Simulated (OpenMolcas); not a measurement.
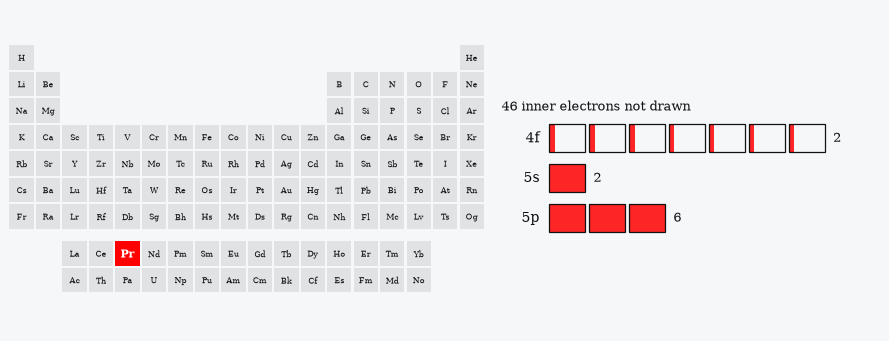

Left, the place of praseodymium in the periodic table; right, the outer shells of the leading configuration of the lowest level: a box for each of the 2l + 1 orbitals, shaded by the share of the shell that is filled, with the electron count at the right.

## Multiconfigurational calculation: Pr³⁺ complex (part 1 of 2)

- system: Pr³⁺ with 2 ligands (Cl; linear, 2.49 Å), with no charges around it.
- method: state-averaged CASSCF, active space 2 electrons in the shell 4f, basis ANO-RCC-VDZP on the metal and ANO-RCC-VDZP on the ligands, DKH2 scalar Hamiltonian, spin-orbit coupling by RASSI with atomic mean-field integrals (OpenMolcas)

**Input file**
```
&GATEWAY
Coord
3

Pr 0.0 0.0 0.0
Cl 0.000000 0.000000 2.490000
Cl 0.000000 0.000000 -2.490000
Basis=Pr.ANO-RCC-VDZP,Cl.ANO-RCC-VDZP
Group=XYZ
NoMove
AngMom=0.0 0.0 0.0
AMFI
RICD
&SEWARD
&RASSCF
FileOrb=start.orb
Symmetry=1
Spin=3
nActEl=2 0 0
Inactive=24 21
Ras2=0 7
CIRoot=21 21 1
SDav=21
CIMx=300
Iter=150 100
PrWF=0.3
OrbListing=Nothing
MaxOrb=0
LevShft=1.0
>>> COPY $Project.JobIph JOB001
&RASSCF
FileOrb=start.orb
Symmetry=1
Spin=1
nActEl=2 0 0
Inactive=24 21
Ras2=0 7
CIRoot=28 28 1
SDav=28
CIMx=300
Iter=150 100
PrWF=0.3
OrbListing=Nothing
MaxOrb=0
CIOnly
LevShft=1.0
>>> COPY $Project.JobIph JOB002
&RASSI
NrOfJobIphs=2 21 27
1 2 3 4 5 6 7 8 9 10 11 12 13 14 15 16 17 18 19 20 21
1 2 3 4 5 6 7 8 9 10 11 12 13 14 15 16 17 18 19 20 21 22 23 24 25 26 27
IphNames
JOB001
JOB002
EJob
SpinOrbit
DIPRint=1.0
SOCoupling=1000.0
Subsets=2
Property=9
'ANGMOM' 1 'ANGMOM' 2 'ANGMOM' 3 'MLTPL  1' 1 'MLTPL  1' 2 'MLTPL  1' 3
'AMFI' 1 'AMFI' 2 'AMFI' 3
SOProperty=3
'ANGMOM' 1 'ANGMOM' 2 'ANGMOM' 3
```

The file start.orb holds starting orbitals from an earlier step. A driver script formed the levels outside the program, from RASSI's spin-orbit matrix and the active-space energies, averaged over the components of each term or state.

Run as:
```bash
OMP_NUM_THREADS=1 MOLCAS_MEM=2457 MOLCAS_PROJECT=a pymolcas a.inp > a.log  # once for each step of the input, in one work folder
```

**Log (extracts)**
```
--- SEWARD ---
Basis set label: PR.ANO-RCC...7S6P4D2F1G.

      Electronic valence basis set:
      ------------------
      Associated Effective Charge  59.000000 au
      Associated Actual Charge     59.000000 au
      Nuclear Model: Point charge

      Shell  nPrim  nBasis  Cartesian Spherical Contaminant
         s      25       7        X
         p      22       6        X
         d      15       4                 X
         f      11       2                 X
         g       4       1                 X
                  Relativistic Douglas-Kroll-Hess integrals:
                    - DKH order of Hamiltonian: 2
                    - DKH order of Properties : 0
                  Atomic mean-field integrals
--- RASSCF ---
Wave function specifications:
      -----------------------------

      Number of closed shell electrons          90
      Number of electrons in active shells       2
      Max number of holes in RAS1 space          0
      Max nr of electrons in RAS3 space          0
      Number of inactive orbitals               45
      Number of active orbitals                  7
      Number of secondary orbitals              52
      Spin quantum number                      1.0
      State symmetry                             1
Orbital specifications:
      -----------------------

      Symmetry species                           1   2
                                                ag  au
      Frozen orbitals                            0   0
      Inactive orbitals                         24  21
      Active orbitals                            0   7
      RAS1 orbitals                              0   0
      RAS2 orbitals                              0   7
      RAS3 orbitals                              0   0
      Secondary orbitals                        30  22
      Deleted orbitals                           0   0
      Number of basis functions                 54  50
      Number of CSFs                            21
      Number of root(s) required                21
      Iter CI   SX   CI       RASSCF       Energy    max ROT     max BLB   max BLB  Level Ln srch  Step   QN
          iter iter root      energy       change     param      element    value   shift minimum  type update
 Nr of preliminary CI iterations:   1
      Total energies have been shifted. Add               -10000.00 au
        1   1   10    0  -151.20295142    0.00E+00  -8.57E-02   24  27 1  2.62E-01*  0.86   0.00    SX    NO
        2   1    9    0  -151.46536584   -2.62E-01* -5.46E-02   24  27 1  1.74E-01*  0.94   0.00    SX    NO
        3   1    9    0  -151.52737604   -6.20E-02* -3.46E-02   24  27 1  1.13E-01*  0.97   0.00    SX    NO
        4   1    9    0  -151.54989460   -2.25E-02*  2.24E-02   24  27 1  7.32E-02*  0.99   0.00    SX    NO
        5   1    9    0  -151.55975985   -9.87E-03*  2.96E-02   24  27 1  4.85E-02*  1.00   2.50    LS   YES
        6   1    9    0  -151.56689016   -7.13E-03*  1.34E-02   22  26 1 -1.77E-02*  1.02   1.48    LS   YES
        7   1    9    0  -151.56774489   -8.55E-04*  5.24E-03   24  45 1  1.98E-02*  1.02   1.06    QN   YES
        8   1    8    0  -151.56874994   -1.01E-03*  5.77E-03   24  39 1 -1.45E-02*  1.02   2.14    LS   YES
        9   1    8    0  -151.56914587   -3.96E-04*  3.70E-03   24  39 1 -9.18E-03*  1.01   1.03    QN   YES
       10   1    8    0  -151.56929224   -1.46E-04*  4.08E-03   24  39 1 -6.50E-03*  1.02   2.12    LS   YES
        ...
       19   1    5    0  -151.56939911   -3.83E-08* -3.50E-05   20  28 1  7.38E-05   1.02   1.00    QN   YES
       20   1    5    0  -151.56939913   -2.47E-08* -4.23E-05   24  45 1  4.92E-05   1.02   1.90    QN   YES
       21   1    4    0  -151.56939914   -1.19E-08* -1.80E-05   24  27 1  2.73E-05   1.02   1.18    QN   YES
       22   1    4    0  -151.56939915   -1.81E-09  -1.82E-05   24  27 1  1.54E-05   1.02   1.90    QN   YES
      Convergence after 22 iterations
       23   1    4    0  -151.56939915   -1.11E-09  -1.82E-05   21  25 2  5.78E-06   1.02   1.90    QN   YES
      Natural orbitals and occupation numbers for root  1
      sym 2:   0.500000   0.500000  -0.000000   0.500000  -0.000000   0.500000  -0.000000
      Natural orbitals and occupation numbers for root  2
      sym 2:   0.500000   0.500000  -0.000000   0.500000  -0.000000   0.500000  -0.000000
      Natural orbitals and occupation numbers for root  3
      sym 2:   0.500000  -0.000000   0.500000  -0.000000   0.500000  -0.000000   0.500000
::    RASSCF root number  1 Total energy: -10151.60367272
::    RASSCF root number  2 Total energy: -10151.60367272
::    RASSCF root number  3 Total energy: -10151.59847795
::    RASSCF root number  4 Total energy: -10151.59847795
::    RASSCF root number  5 Total energy: -10151.59560927
::    RASSCF root number  6 Total energy: -10151.59491680
::    RASSCF root number  7 Total energy: -10151.59491680
::    RASSCF root number  8 Total energy: -10151.59349735
::    RASSCF root number  9 Total energy: -10151.59349735
::    RASSCF root number 10 Total energy: -10151.59331108
::    RASSCF root number 11 Total energy: -10151.59331108
::    RASSCF root number 12 Total energy: -10151.57080536
::    RASSCF root number 13 Total energy: -10151.56900794
::    RASSCF root number 14 Total energy: -10151.56900794
::    RASSCF root number 15 Total energy: -10151.56889132
::    RASSCF root number 16 Total energy: -10151.56889132
::    RASSCF root number 17 Total energy: -10151.56732130
::    RASSCF root number 18 Total energy: -10151.56732130
::    RASSCF root number 19 Total energy: -10151.47861996
::    RASSCF root number 20 Total energy: -10151.46707730
::    RASSCF root number 21 Total energy: -10151.46707730
--- RASSCF ---
Wave function specifications:
      -----------------------------

      Number of closed shell electrons          90
      Number of electrons in active shells       2
      Max number of holes in RAS1 space          0
      Max nr of electrons in RAS3 space          0
      Number of inactive orbitals               45
      Number of active orbitals                  7
      Number of secondary orbitals              52
      Spin quantum number                      0.0
      State symmetry                             1
Orbital specifications:
      -----------------------

      Symmetry species                           1   2
                                                ag  au
      Frozen orbitals                            0   0
      Inactive orbitals                         24  21
      Active orbitals                            0   7
      RAS1 orbitals                              0   0
      RAS2 orbitals                              0   7
      RAS3 orbitals                              0   0
      Secondary orbitals                        30  22
      Deleted orbitals                           0   0
      Number of basis functions                 54  50
      Number of CSFs                            28
      Number of root(s) required                28
      Iter CI   SX   CI       RASSCF       Energy    max ROT     max BLB   max BLB  Level Ln srch  Step   QN
          iter iter root      energy       change     param      element    value   shift minimum  type update
 Nr of preliminary CI iterations:   1
        1   1    0    0-10151.50656807    0.00E+00   0.00E+00   23  30 2 -5.13E-03*  0.00   0.00    SX    NO
      Natural orbitals and occupation numbers for root  1
      sym 2:   0.460142   0.460142   0.269929   0.269929   0.000000   0.269929   0.269929
      Natural orbitals and occupation numbers for root  2
      sym 2:   0.460142   0.460142   0.269929   0.269929  -0.000000   0.269929   0.269929
      Natural orbitals and occupation numbers for root  3
      sym 2:   0.784306  -0.000000   0.180447   0.035246   0.784306   0.035246   0.180447
::    RASSCF root number  1 Total energy: -10151.56968615
::    RASSCF root number  2 Total energy: -10151.56968615
::    RASSCF root number  3 Total energy: -10151.56582253
::    RASSCF root number  4 Total energy: -10151.56582253
::    RASSCF root number  5 Total energy: -10151.56559638
::    RASSCF root number  6 Total energy: -10151.56559638
::    RASSCF root number  7 Total energy: -10151.56523742
::    RASSCF root number  8 Total energy: -10151.56413465
::    RASSCF root number  9 Total energy: -10151.56413465
::    RASSCF root number 10 Total energy: -10151.50414722
::    RASSCF root number 11 Total energy: -10151.50414722
::    RASSCF root number 12 Total energy: -10151.50186635
::    RASSCF root number 13 Total energy: -10151.49906825
::    RASSCF root number 14 Total energy: -10151.49906825
::    RASSCF root number 15 Total energy: -10151.49265408
::    RASSCF root number 16 Total energy: -10151.49265408
::    RASSCF root number 17 Total energy: -10151.48920896
::    RASSCF root number 18 Total energy: -10151.48920896
::    RASSCF root number 19 Total energy: -10151.48503586
::    RASSCF root number 20 Total energy: -10151.48503586
::    RASSCF root number 21 Total energy: -10151.48041489
::    RASSCF root number 22 Total energy: -10151.48041489
::    RASSCF root number 23 Total energy: -10151.47599204
::    RASSCF root number 24 Total energy: -10151.47599204
::    RASSCF root number 25 Total energy: -10151.47246554
::    RASSCF root number 26 Total energy: -10151.47246554
::    RASSCF root number 27 Total energy: -10151.47084608
::    RASSCF root number 28 Total energy: -10151.31750310
```

(Continued in part 2.) Outcome of the run: converged.
